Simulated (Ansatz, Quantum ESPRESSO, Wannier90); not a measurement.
# Ballistic channels from Wannier functions: zigzag K chain, bond 4.10 Å, width 0.8 Å, part 5 of 5

Aim: a Wannier model and the conductance steps that follow from it, for this wire: zigzag K chain, bond 4.10 Å, width 0.8 Å.

Quantum ESPRESSO 7.5 and Wannier90 3.1.0; plane-wave DFT, PBE, PseudoDojo norm-conserving pseudopotentials; cross-check by Ansatz 0.2.0 with PAW datasets.

So far. Step 2 (SCF with pw.x): The run needed 8 iterations to bring the estimated error under 1e-07 Ry; the largest force on any atom, held or free, is 0.04 eV/Å. Step 6 (Localisation, bands and conductance): Bands and channels are those of the Wannier model: bands that were not projected, and all outside the frozen window, are missing or only approximate.

## (10) The same in Ansatz

As a check, the same structure is run in Ansatz.

Level of this step: plane-wave DFT, PBE, Ansatz PAW (Ansatz 0.2.0).

input.yaml reads:

```yaml
crystal:
  lattice:
    - [9.0, 0.0, 0.0]
    - [0.0, 8.0, 0.0]
    - [0.0, 0.0, 8.0423877052]
  atoms:
    - { symbol: K, position: [-0.0444444444, 0.0, 0.0] }
    - { symbol: K, position: [0.0444444444, 0.0, 0.5] }
kpoints:
  mp_grid: { grid: [1, 1, 12] }
hamiltonian:
  xc: pbe
scf:
  occupations: { method: fermi_dirac, width: 0.05 }
  convergence: { dr2_threshold: 1.0e-08 }
output:
  transmission:
    leads: [[0, 0]]
    e_range: [-4.0, 2.0]
    de: 0.05
    kmesh: [1, 1]
    reduced_basis: true
```

Command:

```sh
> ansatz run input.yaml --threads 4 --pin off --max-ram 8192MiB --backend cpu --events-out ev --progress --plain --runs-dir out
```

Numbers of over 12 decimals in the logs are rounded to 6 here.

The program printed:

```text
Engine: ansatz 0.2.0, aarch64-unknown-linux-gnu
Pseudopotentials: kind: paw
Pseudopotential: K, paw, valence charge 9, recommended cutoff 420 eV (normal), K.paw.azcp
Functional definition: PBE
  parameter kappa = 0.804
  parameter beta = 0.066725
  exchange = pbe_x(kappa = kappa, mu = beta*pi^2/3)
  correlation = pbe_c(beta = beta)
Crystal: 2 atoms, lattice volume = 579.052 Å³
Basis set: ecut = 420 eV, 11287 PW (Γ)
Bands: 13, of which v1, the nominal top of the filled ones, is band 9 counted from 1 (8 counted from 0)
Symmetry: 8 space group operations
Space group: Pmma (ITA 51), of the structure as read, at distance tolerance 8.3e-5 Å
k-points: 7 of 12
Non-local potential: K, projectors of the file, l = 0: 3, l = 1: 2, l = 2: 2
PAW form: soft (Blöchl's): semilocal exchange-correlation on the pseudo side does not see the compensation charge
PAW one-centre angular grid: K, 110 points (default); XC on 64 Gauss nodes
Initial density: superposition of atomic densities (neutral atoms: chi_scale 0, normalization atom), corrected by the library's trained network
Initial wavefunctions: pseudopotential atomic-orbital guess
Functional: x = pbe(κ = 0.804, μ = 0.219515), c = pbe(β = 0.066725)
SCF iter   1: F=—  HF=-3074.870549 eV  |F-HF|=—  |Δ(HF+E_count)|=         —  Δρ=9.47e-4  dr2=4.00e-2  ethr=1.77e-3  ⟨swp⟩=7.6  Hψ=609  notcnv=0
preconditioner: auto → LDOS  [metal: Δε(μ)=0.230 eV  Ē_g=2.078 eV  σ=0.050 eV  W_gap=0.50  n_scr=28 (ndim 8)  ℏωp=2.2 eV  f_vac=0.534  D(μ)=1.86/eV (n_scr^D=2)  β→1.0]
SCF iter   2: F=—  HF=-3074.873798 eV  |F-HF|=—  |Δ(HF+E_count)|=   3.25e-3  Δρ=4.04e-4  dr2=6.85e-3  ethr=2.22e-4  ⟨swp⟩=2.7  Hψ=187  notcnv=0
SCF iter   3: F=—  HF=-3074.874587 eV  |F-HF|=—  |Δ(HF+E_count)|=   7.89e-4  Δρ=2.37e-4  dr2=4.16e-4  ethr=3.81e-5  ⟨swp⟩=2.6  Hψ=130  notcnv=0
SCF iter   4: F=—  HF=-3074.874557 eV  |F-HF|=—  |Δ(HF+E_count)|=   2.99e-5  Δρ=8.49e-5  dr2=4.52e-5  ethr=2.31e-6  ⟨swp⟩=2.0  Hψ=141  notcnv=0
SCF iter   5: F=—  HF=-3074.874565 eV  |F-HF|=—  |Δ(HF+E_count)|=   7.60e-6  Δρ=1.89e-5  dr2=2.99e-6  ethr=2.51e-7  ⟨swp⟩=2.0  Hψ=141  notcnv=0
SCF iter   6: F=—  HF=-3074.874652 eV  |F-HF|=—  |Δ(HF+E_count)|=   8.68e-5  Δρ=4.36e-6  dr2=3.86e-7  ethr=1.66e-8  ⟨swp⟩=2.0  Hψ=143  notcnv=0
SCF iter   7: F=—  HF=-3074.874652 eV  |F-HF|=—  |Δ(HF+E_count)|=   8.92e-7  Δρ=1.08e-6  dr2=2.03e-8  ethr=2.15e-9  ⟨swp⟩=3.1  Hψ=115  notcnv=0
SCF iter   8: F=-3074.874653 eV  HF=-3074.874653 eV  |F-HF|=1.61e-10  |Δ(HF+E_count)|=   3.15e-8  Δρ=2.79e-7  dr2=1.11e-9  ethr=5.56e-11  ⟨swp⟩=5.9  Hψ=357  notcnv=0
SCF 1 converged in 8 iterations: F = -3074.874653 eV  dr2 = 1.11e-9
  greatest PAW one-centre occupation: 0.988 electrons in one spin orbital (limit 2), on the K atom at site 1 (counted from 0), in its partial waves of l = 0
transmission: 10 of 60 steps passed
transmission: 20 of 60 steps passed
[...]
transmission: 60 of 60 steps passed
SCF converged after 8 iterations
Free energy (F): -3074.874653 eV
Harris-Foulkes:  -3074.874653 eV  (|F-HF|=1.61e-10)
Internal energy: -3074.860584 eV  (E = F + TS)
E sigma→0 (E₀):  -3074.867618 eV
Entropy (-TS):   -0.014069 eV (-7.034 meV/atom)
Fermi energy:    -1.512196 eV
--- Per-component energies (eV) ---
  E_band       = -351.211142
  E_kinetic    = 502.417150
  E_local      = -2249.532033  (includes V_loc(G=0)·N_el)
  E_nonlocal   = 26.244454
  E_hartree    = 875.777266
  E_xc         = -265.969418
  E_vxc        = -324.033799  (∫ρ·V_xc dr)
  E_paw        = -1563.732709  (= ΣΔE_a)
  E_vpaw       = -57.860798  (= ΣTr[D̂ρ^β])
  E_aug_tail   = -0.000006  (compensation charges beyond the density's cutoff)
  E_ewald      = -400.065286
  E_smearing   = -0.014069  (= −TS)
  E_closure    = -0.000000  (closes the sum)
  Σ components = -3074.874653   (vs F -3074.874653, Δ=0.00e0)
--- Band table (eV; the first three rows and the last of 7) ---
  k-point 0: bands = [... 5 lower, -17.5742, -17.5646, -17.5141, -2.1837, 0.0512, 0.1324, 0.3930, 0.4260]
  k-point 1: bands = [... 5 lower, -17.5746, -17.5648, -17.5160, -2.1644, -0.1131, 0.0722, 0.4357, 0.4811]
  k-point 2: bands = [... 5 lower, -17.5757, -17.5655, -17.5216, -2.1069, -0.4308, 0.1051, 0.4642, 0.5308]
  k-point 6: bands = [... 5 lower, -17.5715, -17.5637, -17.5637, -1.5138, -1.5138, 0.4525, 0.4525, 0.7411]
--- Transmission ---
  basis      : 629 plane waves across, 10 finite elements along
  points     : 1, standing for a mesh of 1 x 1
  energies   : 121 from -4.000000 to 2.000000 eV about the Fermi level, 0.050000 eV apart; the leads are filled to 0.000000 eV, and channels, transmission and decay are at 0.000000 eV
  crystal 0  : K2, at the sites [0, 0], period 8.0424 Å: whole cells are its period
    offset         : up to 0.0000 Å between an atom of the period and one for which it stands
    channels       : 1.000000e0 a spin
    conductance    : none, the energies end too early or step too widely for 300 K: set another output.transmission.e_range or a lower de, or, where they end at an eighth of basis.ecutwfc, a higher one
```

Wall time 42 s (4 threads of Arm Neoverse N1, shared host); peak memory 0.65 GiB; 2.6 min of CPU time.

Numbers from this step:

```
free energy                                : -3074.8747 eV
energy at zero smearing                    : -3074.8676 eV
smearing term TS                           : 0.01407 eV
Fermi energy                               : -1.512 eV
symmetry operations                        : 8
lead channels at the Fermi level, one spin : 1
```

Per spin. Table of open channels by energy, zero at the Fermi level:

| energy (eV) | open channels |
| --- | --- |
| -0.7500 | 0 |
| -0.5000 | 1 |
| -0.2500 | 1 |
| 0.0000 | 1 |
| 0.2500 | 1 |
| 0.5000 | 1 |
| 0.7500 | 1 |
| 1.0000 | 1 |
| 1.2500 | 1 |
| 1.5000 | 1 |
| 1.7500 | 1 |
| 2.0000 | 4 |

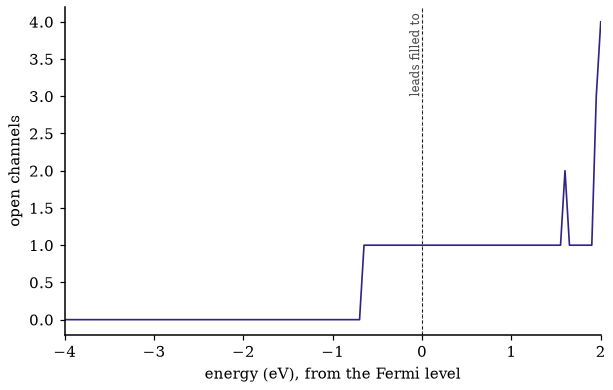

Open channels, plotted against energy.

## (11) A check by hand

1 channel × 77.48 µS = 77 µS, a two-terminal resistance of 12.906/1 = 12.91 kΩ whatever the wire's length, as long as nothing scatters.

## (12) Summary of results

| Quantity | Value |
| --- | --- |
| open channels at the Fermi level, per spin | 1 |
| total spread | 14.3 Å² |
| gauge-invariant spread | 13.8 Å² |
| largest band misfit in the frozen window | 0.0671 eV |
| channels at the Fermi level by Ansatz | 1 |

What this shows: The wire offers 1 channel per spin at the Fermi level. Between -4 and 1.5 eV the channel count from Wannier functions equals that from Ansatz's layer matching at 100 % of the energies; outside the frozen window the Wannier bands are not held to the plane-wave ones. The interpolated bands miss plane-wave levels by up to 0.07 eV between mesh points, so steps of the conductance can sit that far off. The wire is perfect, so the conductance only counts bands: each channel, with its partner of the other spin, carries G₀ = 2e²/h. It was run without spin polarisation, which was not tested.

[Logs are printed without paths, hosts, clocks, repeated set-up lines and the standing remarks that a program may print on its own settings, such as how far it seeks lower states.]

[Hosts, paths, dates, database ids (printed as entryN), source tags and the programs' standing remarks are cut or masked in the printed files.]

[Maps of the electrostatic potential energy from Ansatz leave out the sawtooth potential of an applied field or a dipole correction, so their vacuum need not be flat; planar profiles and work functions include it.]
